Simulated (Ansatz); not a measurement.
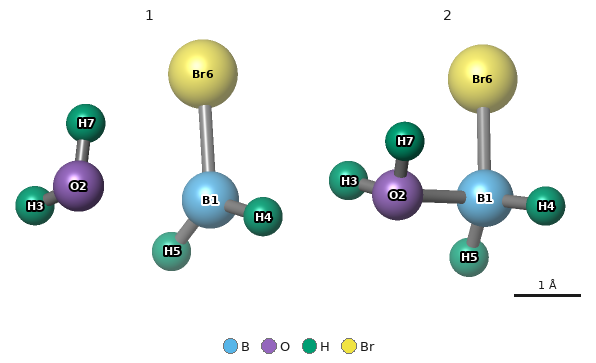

Two geometries of BH4OBr, drawn at one scale. One is the start of a relaxation, the other its converged end. Style: ball-and-stick. Shown at a tilt.

The calculation used Ansatz, RKS PBE/def2-SVP. (no spin polarisation; force threshold 0.03 eV/Å; at most 50 steps)

Question: Which of the two is the end point?

Answer: Structure 2 is the relaxed one. The run prepares an end point of a later path (reaction) calculation, from a guessed geometry. The energy falls by 57.0 kJ/mol in 12 geometry steps. Largest force component: 0.95 eV/Å at the start, 0.015 eV/Å at the end. The largest move after the best rigid fit is that of H3, 0.58 Å. Largest moves by element: H 0.58 Å, O 0.54 Å, B 0.43 Å, Br 0.31 Å. Among the contacts that change: B1–O2 2.594 → 1.655 Å, O2–Br6 3.364 → 2.881 Å, B1–Br6 2.007 → 2.026 Å, B1–H4 1.207 → 1.216 Å. New bonds form, among them: B1–O2 (2.59 → 1.65 Å). Bond angles that change, for instance: H4–B1–H5 127.1° → 119.1°, H4–B1–Br6 116.2° → 112.5°.

Limits of the set-up: the start holds two separate molecules, 2.6 Å apart at their closest, whose relative position is a soft coordinate and is computed without a dispersion correction.
